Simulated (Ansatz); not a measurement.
## InP: response to strain

Take InP in the zinc blende structure (space group F-43m, No. 216) as the base.

```
InP
1.0
    0.00000     2.97990     2.97990
    2.97990     0.00000     2.97990
    2.97990     2.97990     0.00000
P In
1 1
Direct
  0.75000   0.75000   0.75000
  0.00000   0.00000   0.00000
```

Strains are applied to the cell and any free atomic positions relax.

Calculations: PBE (Ansatz, an electronic-structure program), no spin-orbit coupling, earlier PAW set.

Notes on the quantities. energy relative to the base: free energy F.

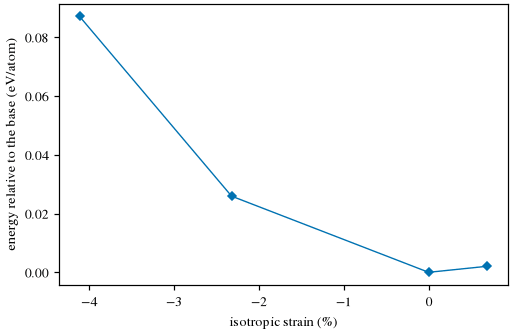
Figure: Energy relative to the base against isotropic strain

Problem. From the plot, what is the energy relative to the base for isotropic strain −2.32 %?

Solution. About 0.026 eV/atom.

Problem. Is the trend monotonic over the range shown?

Solution. No, it turns within the range, spanning 0 meV/atom to +87 meV/atom.

Whether these cells are dynamically stable was not tested.
